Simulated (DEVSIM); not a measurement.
System: Schottky contact on n-type β-Ga2O3, at 400 K.

```tsv
layer (left to right)	material	thickness (μm)	Nd (cm⁻³)	τn (s)	τp (s)
1	β-Ga2O3	0.380	1.3e15	7.3e-9	7.3e-9
```

Left contact: Schottky, work function 5.58 eV, emission velocity 2e6 cm/s. Right contact: ohmic. Voltage is applied to the left contact. Recombination: SRH at mid-gap, Auger. Mobility is μmin + (μ − μmin)/(1 + (N/Nref)^α).

Constants are typed, rounded textbook-type inputs, not results; the design itself was drawn at random and stands for no fabricated device. Values at 300 K; Nc and Nv go as T^1.5, mobilities as T to minus their exponent, the gap by Varshni's rule with the affinity fixed.

```tsv
parameter	β-Ga2O3
gap (eV)	4.8
affinity (eV)	4
permittivity	10
Nc (cm⁻³)	3.7e18
Nv (cm⁻³)	5e20
μn (cm²/Vs)	160
μp (cm²/Vs)	1
μn,min	20
μp,min	0.1
Nref,n	1e18
Nref,p	1e18
αn	0.8
αp	0.8
T exponent of μn	1.8
T exponent of μp	1.5
Cn (cm⁶/s)	1e-31
Cp (cm⁶/s)	1e-31
Varshni α (eV/K)	0.0004
Varshni β (K)	600
```

Simulated with DEVSIM: 1D drift-diffusion, Boltzmann statistics, complete ionisation; no tunnelling, impact ionisation, image-force lowering or self-heating. Metal contacts follow the ideal Schottky-Mott rule: no Fermi-level pinning, no interface dipoles.

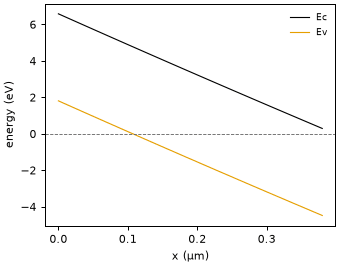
Band edges at -5.0 V on the left contact

Energies count from the Fermi level of the right contact; mesh points crowd at the junctions.

```tsv
x (μm)	Ec (eV)	Ev (eV)	n (cm⁻³)	p (cm⁻³)	field (V/cm)
0.000	6.580	1.804	< 1e2	< 1e2	-170000
0.005375	6.489	1.713	< 1e2	< 1e2	-170000
0.01180	6.380	1.604	< 1e2	< 1e2	-170000
0.01946	6.250	1.474	< 1e2	< 1e2	-170000
0.03277	6.024	1.248	< 1e2	< 1e2	-170000
0.04452	5.825	1.049	< 1e2	< 1e2	-170000
0.05856	5.588	0.812	< 1e2	< 1e2	-170000
0.08290	5.178	0.403	< 1e2	< 1e2	-170000
0.1044	4.818	0.042	< 1e2	< 1e2	-170000
0.1358	4.293	-0.483	< 1e2	< 1e2	-170000
0.1676	3.764	-1.012	< 1e2	< 1e2	-170000
0.2120	3.028	-1.748	< 1e2	< 1e2	-170000
0.2439	2.504	-2.272	< 1e2	< 1e2	-160000
0.2705	2.067	-2.709	< 1e2	< 1e2	-160000
0.3007	1.573	-3.203	< 1e2	< 1e2	-160000
0.3181	1.290	-3.486	320	< 1e2	-160000
0.3327	1.053	-3.723	300000	< 1e2	-160000
0.3449	0.856	-3.920	9.4e7	< 1e2	-160000
0.3587	0.632	-4.144	6.2e10	< 1e2	-160000
0.3667	0.504	-4.272	2.6e12	< 1e2	-160000
0.3734	0.396	-4.380	5.8e13	< 1e2	-160000
0.3800	0.289	-4.487	1.3e15	< 1e2	-160000
```
